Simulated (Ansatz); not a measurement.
## What Ge → Si does to hypothetical rock salt WGe

The parent structure is WGe in the rock salt structure (space group Fm-3m, No. 225; a = 5.1216 Å; a hypothetical phase, not in the database extracts checked).

Now apply this change: Si takes the place of Ge on all its sites; the structure is relaxed again.

Method: r2SCAN/PAW in Ansatz (a quantum-chemistry and plane-wave program), no SOC. k-mesh 16×16×16 (Γ-centred); smearing 0.05 eV (Fermi–Dirac).

```yaml
volume_per_atom: 15.60 Å³ (base 16.79 Å³)
density: 11.28 g/cm³ (base 12.68 g/cm³)
lattice_parameter_a: 4.998 Å (base 5.122 Å)
space_group: Fm-3m (No. 225) (base Fm-3m (No. 225))
shortest_interatomic_distance: 2.499 Å (base 2.561 Å)
band_gap: zero (base zero)
```

Final structure:

```
CELL_PARAMETERS angstrom
      0.00000     2.49892     2.49892
      2.49892     0.00000     2.49892
      2.49892     2.49892     0.00000
ATOMIC_POSITIONS crystal
  Si 0.00000 0.00000 0.00000
  W  0.50000 0.50000 0.50000
```

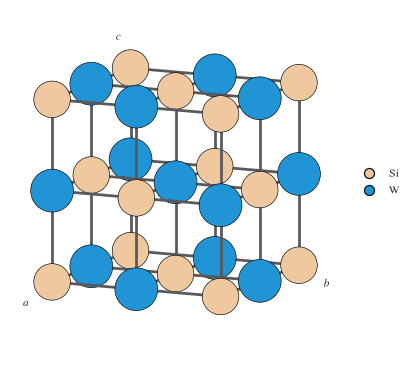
*The relaxed conventional cell after the change*

No phonon test of stability was made. As relaxed here, WSi is a hypothetical phase, not in the database extracts checked. The final runs are not spin-polarised. WSi and WGe have a high density of states at the Fermi level and may be magnetic at this level.
